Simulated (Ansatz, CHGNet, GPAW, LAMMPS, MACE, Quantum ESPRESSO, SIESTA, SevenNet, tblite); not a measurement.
**SIESTA runs on liquid ethanol at 300 K (108 atoms)**

Wanted: SIESTA inputs and outputs for liquid ethanol at 300 K (108 atoms), checked against a plane-wave reference.

Program: SIESTA 5.4.2. Level of theory: the method is named at each step. Results are calculated unless marked as measured.

### 1. Starting point

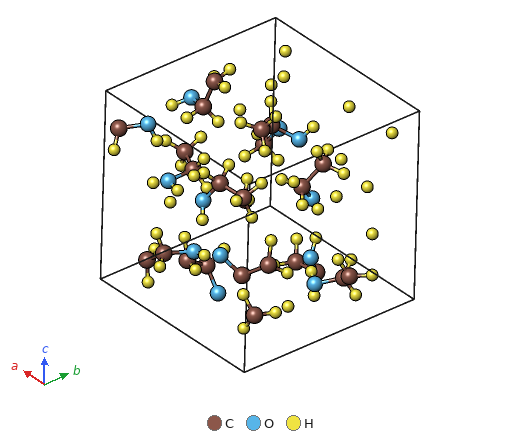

Start, viewed from a free direction; carbon brown, oxygen blue, hydrogen yellow. Bonds to atoms that aren't drawn are left out. Some periodic images of atoms are drawn too.

The cell holds 108 atoms: 24 C, 12 O and 72 H. Cell: a = 10.513 Å, b = 10.513 Å, c = 10.513 Å, α = 90.0°, β = 90.0°, γ = 90.0°. 12 ethanol placed at random, at 0.79 g/cm³; overlaps pushed apart, then 10 ps at 450 K with MMFF94 bonds, angles, torsions, charges and radii (Halgren, J. Comput. Chem. 17, 490 (1996)) in harmonic and 12-6 forms. Snapshot after 20 ps at 300 K and fixed volume.

The yardstick, on the same geometry:

* method: Kohn-Sham DFT, PBE, SSSP efficiency 1.3.0 pseudopotentials, plane waves (Quantum ESPRESSO 7.5); sssp-pbe-1.3.0-efficiency, cutoffs 60/480 Ry, Γ point
* r.m.s. force component: 0.8119 eV/Å
* longest force: 3.692 eV/Å
* pressure: 2.444 GPa
* gap (highest filled to lowest empty level): 4.51 eV
* time: 1.7 min on 2 MPI ranks of Arm Neoverse V2, shared host
* CPU time: 3.4 min

### 2. PBE, DZP, shift 0.01 Ry, mesh 500 Ry

Method: Kohn-Sham DFT, PBE, PseudoDojo 0.4.1 norm-conserving pseudopotentials (converted to PSML), numerical atomic orbitals (DZP), diagonalisation.

The .psml files are PseudoDojo norm-conserving potentials that we converted to this format, checked against plane waves on the same files for H, C, O, Si, Ge and Ca alone.

The input, input.fdf:

```
SystemLabel cell
NumberOfAtoms 108
NumberOfSpecies 3
%block ChemicalSpeciesLabel
  1 6 C
  2 8 O
  3 1 H
%endblock ChemicalSpeciesLabel
LatticeConstant 1.0 Ang
%block LatticeVectors
  10.51326 0.00000 0.00000
  0.00000 10.51326 0.00000
  0.00000 0.00000 10.51326
%endblock LatticeVectors
PAO.BasisSize DZP
PAO.EnergyShift 0.01 Ry
XC.Functional GGA
XC.Authors PBE
MeshCutoff 500 Ry
%block kgrid_Monkhorst_Pack
  1 0 0 0.0
  0 1 0 0.0
  0 0 1 0.0
%endblock kgrid_Monkhorst_Pack
SolutionMethod diagon
OccupationFunction FD
ElectronicTemperature 580 K
SCF.Mixer.Method Pulay
SCF.Mixer.Weight 0.15
SCF.Mixer.History 8
SCF.Mix Hamiltonian
MaxSCFIterations 300
SCF.DM.Tolerance 1e-04
SCF.H.Tolerance 1.0e-3 eV
WriteForces T
Write.HirshfeldPop T
Write.VoronoiPop T
Write.DM F
Write.H F
XML.Write F
AtomicCoordinatesFormat Fractional
%block AtomicCoordinatesAndAtomicSpecies
  0.27544 0.29160 0.05408 1
  0.30346 0.34257 0.92728 1
  0.34876 0.47094 0.93940 2
  0.35584 0.29179 0.12396 3
  0.23112 0.19077 0.04516 3
  0.20330 0.35362 0.08011 3
  0.21840 0.35610 0.88054 3
  0.36296 0.28283 0.85930 3
  0.29639 0.50838 0.00616 3
  0.95974 0.61083 0.83184 1
  0.89950 0.49526 0.77299 1
  0.87842 0.40512 0.86707 2
  0.04852 0.58389 0.88092 3
  0.90200 0.64999 0.91019 3
  0.97609 0.68772 0.76326 3
  0.96138 0.45391 0.69928 3
  0.81093 0.50922 0.73202 3
  0.91862 0.32547 0.83783 3
  0.25073 0.82965 0.06459 1
  0.17158 0.72693 0.13513 1
  0.22988 0.60556 0.12086 2
  0.26523 0.81136 0.96450 3
  0.34509 0.84148 0.10176 3
  0.20151 0.92172 0.05954 3
  0.08234 0.72278 0.09012 3
  0.15378 0.75135 0.23072 3
  0.21644 0.57106 0.20724 3
  0.74075 0.04733 0.21114 1
  0.77603 0.17763 0.17894 1
  0.67801 0.27111 0.20044 2
  0.68730 0.04426 0.29772 3
  0.82287 0.98161 0.22266 3
  0.67865 0.00354 0.14133 3
  0.81435 0.18937 0.08480 3
  0.85979 0.20469 0.23183 3
  0.69069 0.34508 0.14602 3
  0.31759 0.71205 0.67340 1
  0.31356 0.58611 0.60291 1
  0.19033 0.54016 0.61931 2
  0.40906 0.75326 0.67794 3
  0.28070 0.70478 0.77016 3
  0.25460 0.78226 0.62611 3
  0.37174 0.51363 0.64068 3
  0.31588 0.59387 0.50308 3
  0.19093 0.49325 0.70343 3
  0.44721 0.03179 0.36143 1
  0.30985 0.02793 0.40291 1
  0.22120 0.02293 0.30201 2
  0.48343 0.94138 0.32857 3
  0.51582 0.07216 0.43434 3
  0.46243 0.09530 0.27903 3
  0.29246 0.11366 0.46587 3
  0.28620 0.95226 0.47378 3
  0.24918 0.95757 0.24014 3
  0.04549 0.32913 0.43723 1
  0.03045 0.43998 0.34630 1
[... 48 atom lines left out ...]
  0.50602 0.68195 0.01251 3
  0.60969 0.46130 0.91378 3
  0.55194 0.46735 0.06902 3
  0.79883 0.46732 0.99388 3
%endblock AtomicCoordinatesAndAtomicSpecies
```

Run with:

```console
OMP_NUM_THREADS=1 mpirun -np 2 siesta < input.fdf > output.txt
```

What it wrote:

```text
Version         : 5.4.2
reinit: System Name:
reinit: System Label: cell
initatom: Reading input for the pseudopotentials and atomic orbitals ----------
Species number:   1 Atomic number:    6 Label: C
Species number:   2 Atomic number:    8 Label: O
Species number:   3 Atomic number:    1 Label: H
Ground state valence configuration (from tables):   2s02  2p02  3d00  4f00
Ground state valence configuration (from tables):   2s02  2p04  3d00  4f00
Ground state valence configuration (from tables):   1s01  2p00  3d00  4f00
---- Processing specs for species: C
GGA--PBE XC_GGA_X_PBE--XC_GGA_C_PBE pb
---- Processing specs for species: O
GGA--PBE XC_GGA_X_PBE--XC_GGA_C_PBE pb
---- Processing specs for species: H
GGA--PBE XC_GGA_X_PBE--XC_GGA_C_PBE pb
C pseudopotential only contains V_ls up to l=1 -- lmxkb reset.
O pseudopotential only contains V_ls up to l=2 -- lmxkb reset.
H pseudopotential only contains V_ls up to l=1 -- lmxkb reset.
Using PAO.SplitTailNorm
%block ChemicalSpeciesLabel
    1    6 C                       # Species index, atomic number, species label
    2    8 O                       # Species index, atomic number, species label
    3    1 H                       # Species index, atomic number, species label
%endblock ChemicalSpeciesLabel
%block PAO.Basis                 # Define Basis set
C                     2                    # Species label, number of l-shells
 n=2   0   2                         # n, l, Nzeta
   4.484      3.048
   1.000      1.000
 n=2   1   2 P   1                   # n, l, Nzeta, Polarization, NzetaPol
   5.436      3.692
[...]
O                     2                    # Species label, number of l-shells
 n=2   0   2                         # n, l, Nzeta
[...]
n=2   1   2 P   1                   # n, l, Nzeta, Polarization, NzetaPol
[...]
H                     1                    # Species label, number of l-shells
 n=1   0   2 P   1                   # n, l, Nzeta, Polarization, NzetaPol
   5.233      3.529
   1.000      1.000
%endblock PAO.Basis
coor:   Atomic-coordinates input format  =     Fractional
siesta: System type = bulk
initatomlists: Number of atoms, orbitals, and projectors:    108   828   708
siesta: ******************** Simulation parameters ****************************
Total number of electrons:   240.000000
Total ionic charge:   240.000000
 Kpoints in:            1 . Kpoints trimmed:            1
siesta: k-grid: Number of k-points = 1
siesta: k-points from Monkhorst-Pack grid
siesta: k-cutoff (effective) =     5.257 Ang
siesta: k-point supercell and displacements
siesta: k-grid:     1     0     0      0.000
siesta: k-grid:     0     1     0      0.000
siesta: k-grid:     0     0     1      0.000
                     ====================================
                        Single-point calculation
                     ====================================
outcell: Unit cell vectors (Ang):
       10.513260    0.000000    0.000000
        0.000000   10.513260    0.000000
        0.000000    0.000000   10.513260
outcell: Cell vector modules (Ang)   :   10.513260   10.513260   10.513260
outcell: Cell angles (23,13,12) (deg):     90.0000     90.0000     90.0000
outcell: Cell volume (Ang**3)        :   1162.0163
Gamma-point calculation with multiply-connected orbital pairs
Gamma-point calculation with multiply-connected orbital pairs
Folding of H and S implicitly performed
Folding of H and S implicitly performed
new_DM -- step:     1
Initializing Density Matrix...
Attempting to read DM from file... Failed...
DM filled with atomic data:
InitMesh: MESH = 144 x 144 x 144 = 2985984
InitMesh: Mesh cutoff (required, used) =   500.000   518.504 Ry
stepf: Fermi-Dirac step function
        iscf     Eharris(eV)        E_KS(eV)     FreeEng(eV)     dDmax    Ef(eV) dHmax(eV)
   scf:    1   -10514.612440   -10453.130327   -10453.130327  1.956415 -4.962649  6.841216
   scf:    2   -10470.024035   -10462.088196   -10462.088196  0.058572 -4.692994  4.702843
   scf:    3   -10471.780397   -10469.407823   -10469.407823  0.125047 -4.100962  0.859523
[...]
scf:   10   -10469.852190   -10469.852189   -10469.852189  0.000147 -3.997274  0.000656
   scf:   11   -10469.852189   -10469.852189   -10469.852189  0.000057 -3.997232  0.000488
SCF Convergence by DM+H criterion
max |DM_out - DM_in|         :     0.0000568016
max |H_out - H_in|      (eV) :     0.0004882140
SCF cycle converged after 11 iterations
Using DM_out to compute the final energy and forces
siesta: E_KS(eV) =           -10469.8522
siesta: E_KS - E_eggbox =    -10469.8522
siesta: Atomic forces (eV/Ang):
     1    0.974857   -3.796475    0.171714
     2    3.036916    0.544522   -0.676654
     3    1.238834   -0.397300   -0.992126
[...]
107   -0.892293   -0.327869    0.539775
   108    0.898771   -0.574622   -0.366603
----------------------------------------
   Tot   -0.003864   -0.000558    0.010101
----------------------------------------
   Max    3.796475
   Res    0.954531    sqrt( Sum f_i^2 / 3N )
----------------------------------------
   Max    3.796475    constrained
Stress tensor Voigt[x,y,z,yz,xz,xy] (kbar):      -51.27      -41.87      -38.67       10.44        2.56       -3.73
(Free)E + p*V (eV/cell)   -10437.9857
Target enthalpy (eV/cell)   -10469.8522
siesta: Program's energy decomposition (eV):
siesta: Ebs     =     -3174.598979
siesta: Eions   =     16868.258497
siesta: Ena     =      3854.087017
siesta: Ekin    =      7437.639022
siesta: Enl     =     -1173.061244
siesta: DEna    =      -280.534049
siesta: DUscf   =        30.781166
siesta: Ex      =     -3211.464418
siesta: Ec      =      -259.041186
siesta: Exc     =     -3470.505604
siesta: Eharris =    -10469.852189
siesta: Etot    =    -10469.852189
siesta: FreeEng =    -10469.852189
siesta: Final energy (eV):
siesta:  Band Struct. =   -3174.598979
siesta:       Kinetic =    7437.639022
siesta:       Hartree =    6936.420994
siesta:         Exch. =   -3211.464418
siesta:         Corr. =    -259.041186
siesta:   Exch.-corr. =   -3470.505604
siesta:  Ion-electron =  -20517.959434
siesta:       Ion-ion =    -855.447167
siesta:         Total =  -10469.852189
siesta:         Fermi =      -3.997232
siesta: Stress tensor (static) (eV/Ang**3):
siesta:    -0.032002   -0.002329    0.001601
siesta:    -0.002329   -0.026132    0.006515
siesta:     0.001601    0.006515   -0.024136
siesta: Cell volume =       1162.016286 Ang**3
siesta: Pressure (static):
siesta:                Solid            Molecule  Units
siesta:           0.00029868          0.00034138  Ry/Bohr**3
siesta:           0.02742345          0.03134391  eV/Ang**3
siesta:          43.93721303         50.21847286  kBar
    Orbital volume contribution        =          29.751868 eV
    (Free)E + p_basis*V_orbitals       =      -10440.100321 eV
    (Free)Eharris+ p_basis*V_orbitals  =      -10440.100321 eV
Hirshfeld Atomic Populations:
Atom #   charge [q] valence [e]  Species
     1    -0.081544    4.081544  C
     2     0.014522    3.985478  C
     3    -0.175831    6.175831  O
     4     0.033861    0.966139  H
     5     0.025033    0.974967  H
     6     0.022565    0.977435  H
[...]
10    -0.084993    4.084993  C
[...]
12    -0.116194    6.116194  O
[...]
21    -0.125819    6.125819  O
[...]
--------------------
 Total    -0.000001
Voronoi Atomic Populations:
Atom #   charge [q] valence [e]  Species
[...]
93    -0.141218    6.141218  O
[...]
100    -0.010227    4.010227  C
   101     0.079142    3.920858  C
   102    -0.141385    6.141385  O
[...]
107    -0.025158    1.025158  H
   108     0.070913    0.929087  H
--------------------
 Total    -0.000001
```

Run time: 74 s. Hardware: 2 MPI ranks of Arm Neoverse V2, shared host; peak memory 1.5 GiB.

Banners, paths, timers and routine set-up lines are dropped from the logs unmarked, and long logs keep their key lines alone; longer cuts are marked.

Compared with the plane-wave run:

* r.m.s. force component: 0.9545 eV/Å
* r.m.s. difference of force components: 334.8 meV/Å
* longest difference of force vectors: 903.3 meV/Å
* force difference over r.m.s. force: 41.24 %
* slope of forces against the reference's: 1.106
* correlation of force components: 0.9408
* gap (highest filled to lowest empty level): 4.861 eV
* gap difference: 0.3507 eV
* pressure: 4.394 GPa
* pressure difference: 1.95 GPa

This run lies far from the reference in forces at the same functional.

Length of the force difference by element (eV/Å):

| element | atoms | mean | most |
| --- | --- | --- | --- |
| C | 24 | 0.50 | 0.88 |
| H | 72 | 0.61 | 0.90 |
| O | 12 | 0.35 | 0.38 |

Levels nearest the highest filled one (eV from it): -0.93, -0.89, -0.81, -0.77, -0.70, -0.66, -0.51, -0.34, -0.27, -0.25, -0.04, 0.00, 4.86, 5.52, 5.70, 5.97, 6.07, 6.17, 6.22, 6.45, 6.63, 6.65, 6.72, 6.82.

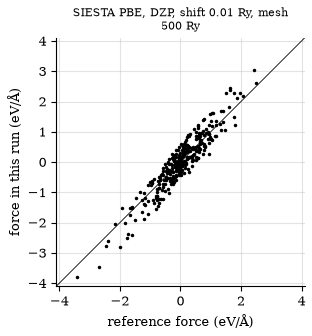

Force components against those of the reference; the line marks equality.

The surroundings of H8, picked at random, nearest first, numbered as they follow in the input and with coordinates relative to it.

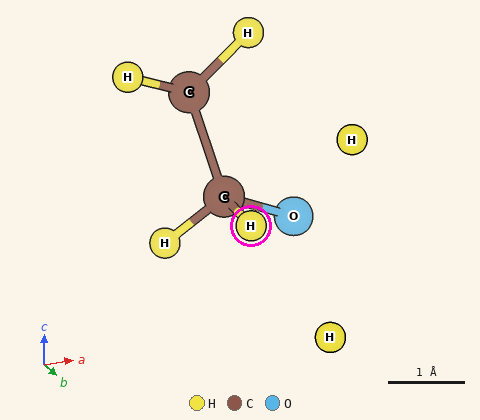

The atoms of the table, within 2.8 Å (arrows a, b, c point along x, y, z); some may hide others; the central atom is ringed.

| atom | x | y | z | distance (Å) | bonds | Hirshfeld charge (e) | Fx | Fy | Fz (eV/Å) |
| --- | --- | --- | --- | --- | --- | --- | --- | --- | --- |
| H8 | 0.00 | 0.00 | 0.00 | 0.00 | 1 | 0.02 | 0.22 | 0.54 | 0.63 |
| C2 | -0.63 | 0.63 | 0.71 | 1.14 | 4 | 0.01 | 3.04 | 0.54 | -0.68 |
| H7 | -1.52 | 0.77 | 0.22 | 1.72 | 1 | 0.00 | -3.47 | -0.27 | -1.92 |
| O3 | -0.15 | 1.98 | 0.84 | 2.15 | 2 | -0.18 | 1.24 | -0.40 | -0.99 |
| C1 | -0.92 | 0.09 | 2.05 | 2.25 | 4 | -0.08 | 0.97 | -3.80 | 0.17 |
| H69 | 1.87 | -1.15 | 0.58 | 2.27 | 1 | 0.04 | -0.08 | 0.87 | 0.68 |
| H5 | -1.39 | -0.97 | 1.95 | 2.58 | 1 | 0.03 | 0.60 | 1.07 | 0.43 |
| H4 | -0.07 | 0.09 | 2.78 | 2.79 | 1 | 0.03 | -0.07 | -0.04 | -0.20 |
| H71 | 1.51 | -1.00 | -2.13 | 2.80 | 1 | 0.02 | -0.72 | 0.10 | 0.08 |

Forces lie 41 % from the reference's, at 0.72 times its CPU time.

### 3. PBE, DZ, shift 0.01 Ry, mesh 500 Ry

Method: Kohn-Sham DFT, PBE, PseudoDojo 0.4.1 norm-conserving pseudopotentials (converted to PSML), numerical atomic orbitals (DZ), diagonalisation.

input.fdf: that of step 2 with these lines changed.

```diff
@@ -14,3 +14,3 @@
 %endblock LatticeVectors
-PAO.BasisSize DZP
+PAO.BasisSize DZ
 PAO.EnergyShift 0.01 Ry
```

What it wrote:

```text
Version         : 5.4.2
reinit: System Name:
reinit: System Label: cell
initatom: Reading input for the pseudopotentials and atomic orbitals ----------
Species number:   1 Atomic number:    6 Label: C
Species number:   2 Atomic number:    8 Label: O
Species number:   3 Atomic number:    1 Label: H
Ground state valence configuration (from tables):   2s02  2p02  3d00  4f00
[... lines left out ...]
SCF Convergence by DM+H criterion
[... lines left out ...]
SCF cycle converged after 11 iterations
[... lines left out ...]
   Max    3.882609
[... lines left out ...]
   Max    3.882609    constrained
Stress tensor Voigt[x,y,z,yz,xz,xy] (kbar):      -57.88      -50.02      -39.61       11.33        2.71       -1.58
[... lines left out ...]
siesta: FreeEng =    -10449.758826
[... lines left out ...]
siesta:         Fermi =      -3.257892
[... lines left out ...]
siesta:          49.16887058         50.96254695  kBar
[... lines left out ...]
    (Free)Eharris+ p_basis*V_orbitals  =      -10431.725748 eV
Hirshfeld Atomic Populations:
Atom #   charge [q] valence [e]  Species
     1    -0.068225    4.068225  C
     2     0.028568    3.971432  C
     3    -0.210264    6.210264  O
     4     0.029866    0.970134  H
     5     0.023532    0.976468  H
     6     0.020571    0.979429  H
[...]
10    -0.070170    4.070170  C
[...]
12    -0.141180    6.141180  O
[...]
21    -0.149508    6.149508  O
[...]
--------------------
 Total     0.000002
Voronoi Atomic Populations:
Atom #   charge [q] valence [e]  Species
[...]
93    -0.196649    6.196649  O
[...]
100    -0.031678    4.031678  C
   101     0.059826    3.940174  C
   102    -0.201231    6.201231  O
[...]
107    -0.010725    1.010725  H
   108     0.118930    0.881070  H
--------------------
 Total     0.000002
```

Wall time 35 s (2 MPI ranks); peak memory 0.99 GiB.

Numbers from this run, and their distance from the reference:

```
r.m.s. force component                           : 1.033 eV/Å
r.m.s. difference of force components            : 463 meV/Å
longest difference of force vectors              : 1574 meV/Å
force difference over r.m.s. force               : 57.03 %
slope of forces against the reference's          : 1.147
correlation of force components                  : 0.9015
gap (highest filled to lowest empty level) : 4.925 eV
gap difference                                   : 0.4148 eV
pressure                                         : 4.917 GPa
pressure difference                              : 2.473 GPa
```

This is a coarse setting, run to see what it loses.

Against the first run (41 %), the force difference from the reference is 57 %, at 0.47 times the CPU time, with 432 basis functions against 828: the smaller basis costs accuracy.

### 4. PBE, SZP, shift 0.01 Ry, mesh 500 Ry

Method: Kohn-Sham DFT, PBE, PseudoDojo 0.4.1 norm-conserving pseudopotentials (converted to PSML), numerical atomic orbitals (SZP), diagonalisation.

input.fdf: that of step 3 with these lines changed.

```diff
@@ -14,3 +14,3 @@
 %endblock LatticeVectors
-PAO.BasisSize DZ
+PAO.BasisSize SZP
 PAO.EnergyShift 0.01 Ry
```

What it wrote:

```text
Version         : 5.4.2
reinit: System Name:
reinit: System Label: cell
initatom: Reading input for the pseudopotentials and atomic orbitals ----------
Species number:   1 Atomic number:    6 Label: C
Species number:   2 Atomic number:    8 Label: O
Species number:   3 Atomic number:    1 Label: H
Ground state valence configuration (from tables):   2s02  2p02  3d00  4f00
Ground state valence configuration (from tables):   2s02  2p04  3d00  4f00
Ground state valence configuration (from tables):   1s01  2p00  3d00  4f00
---- Processing specs for species: C
[... lines left out ...]
        iscf     Eharris(eV)        E_KS(eV)     FreeEng(eV)     dDmax    Ef(eV) dHmax(eV)
[... lines left out ...]
SCF Convergence by DM+H criterion
[... lines left out ...]
SCF cycle converged after 10 iterations
[... lines left out ...]
   Max    4.658577
[... lines left out ...]
   Max    4.658577    constrained
Stress tensor Voigt[x,y,z,yz,xz,xy] (kbar):      -95.14      -83.42      -96.20        6.06        3.38       -0.86
[... lines left out ...]
siesta: FreeEng =    -10412.195642
[... lines left out ...]
siesta:         Fermi =      -5.024323
[... lines left out ...]
siesta:     0.002110    0.003780   -0.060044
siesta: Cell volume =       1162.016286 Ang**3
siesta: Pressure (static):
siesta:                Solid            Molecule  Units
siesta:           0.00062259          0.00083945  Ry/Bohr**3
siesta:           0.05716401          0.07707475  eV/Ang**3
siesta:          91.58683441        123.48735878  kBar
    Orbital volume contribution        =          25.524440 eV
    (Free)E + p_basis*V_orbitals       =      -10386.671202 eV
    (Free)Eharris+ p_basis*V_orbitals  =      -10386.671203 eV
Hirshfeld Atomic Populations:
Atom #   charge [q] valence [e]  Species
     1    -0.102691    4.102691  C
     2    -0.000293    4.000293  C
     3    -0.187309    6.187309  O
     4     0.045289    0.954711  H
     5     0.030994    0.969006  H
     6     0.028907    0.971093  H
[...]
10    -0.102669    4.102669  C
[...]
12    -0.134850    6.134850  O
[...]
21    -0.141872    6.141872  O
[...]
--------------------
 Total    -0.000007
Voronoi Atomic Populations:
Atom #   charge [q] valence [e]  Species
[...]
93    -0.161662    6.161662  O
[...]
100     0.023525    3.976475  C
   101     0.115458    3.884542  C
   102    -0.154880    6.154880  O
[...]
107    -0.033828    1.033828  H
   108     0.069995    0.930005  H
--------------------
 Total    -0.000007
```

It took 61 s on 2 MPI ranks; peak memory 1.4 GiB; 2 min of CPU time.

Against the reference:

- r.m.s. force component: 1.493 eV/Å
- r.m.s. difference of force components: 1157 meV/Å
- longest difference of force vectors: 2996 meV/Å
- force difference over r.m.s. force: 142.5 %
- slope of forces against the reference's: 1.176
- correlation of force components: 0.6394
- gap (highest filled to lowest empty level): 5.371 eV
- gap difference: 0.8606 eV
- pressure: 9.159 GPa
- pressure difference: 6.715 GPa

This is a coarse setting, run to see what it loses.

Against the first run (41 %), the force difference from the reference is 143 %, at 0.82 times the CPU time, with 612 basis functions against 828: the smaller basis costs accuracy.

[end of part 1 of 2]

[Also dropped from logs without a mark: logging warnings of Python, and SIESTA's first energy breakdown and zero terms.]

[Logs are printed without paths, hosts, clocks, repeated set-up lines and the standing remarks that a program may print on its own settings, such as how far it seeks lower states.]

[Hosts, paths, dates, database ids (printed as entryN), source tags and the programs' standing remarks are cut or masked in the printed files.]

[The MMFF94 radii named for the starting cell were scaled by 0.96; in molecules described by MMFF94, hydrogen bound to N, O or S took a small fixed 12-6 site in their place.]
